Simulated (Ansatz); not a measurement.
System: HCN···H$_{3}$Sn (doublet).

Input file:

```
crystal:
  periodic: [false, false, false]
  atoms:
    - { symbol: H, position_ang: [-0.026845, -1.020058, 0.530677] }
    - { symbol: Sn, position_ang: [0.906674, 1.475091, -0.856796] }
    - { symbol: C, position_ang: [-0.765043, -1.784265, 0.735491] }
    - { symbol: "N", position_ang: [-1.568856, -2.603192, 0.951737] }
    - { symbol: H, position_ang: [-0.433753, 0.720132, -1.670642] }
    - { symbol: H, position_ang: [1.51947, 0.324687, 0.30748] }
    - { symbol: H, position_ang: [0.368453, 2.887506, 0.002153] }
magnetization:
  spin_polarized: true
  initial_magnetization: 1
basis:
  gaussian: { orbitals: def2-SVP }
hamiltonian:
  xc: pbe
  dispersion: d4
relax:
  f_tol: 0.03
  max_steps: 50
output:
  orbitals: {}
```

Command:

```sh
ansatz run input.yaml --threads 2 --pin off --max-ram 3072MiB --backend cpu --events-out ev --progress --plain --runs-dir out
```

The fields are those of the relaxed geometry.

Core potentials replace the inner electrons of Sn.

All numbers below come from Ansatz 0.2.0, UKS PBE-D4/def2-SVP.

What will maps of the electron density, electron localisation function and spin density show?

Sn–H (1.74 Å): ρ at the midpoint is about 1.1 e/Å³; the ELF climbs to about 1 towards the hydrogen.
The unpaired spin (1 electron) lies mostly on Sn2 (about 0.8), in electrons by Hirshfeld's partition.

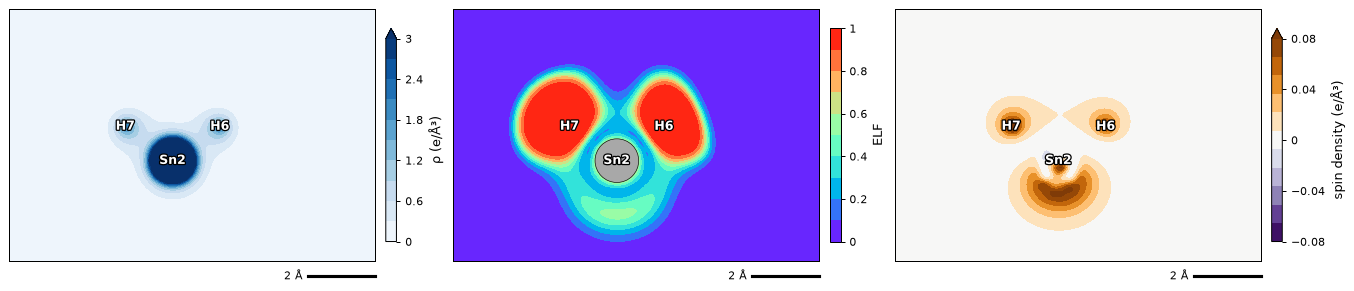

Computed electron density, electron localisation function and spin density on the plane of atoms H6, Sn2 and H7, in this order. Grey discs cover the atomic cores in the ELF map. 
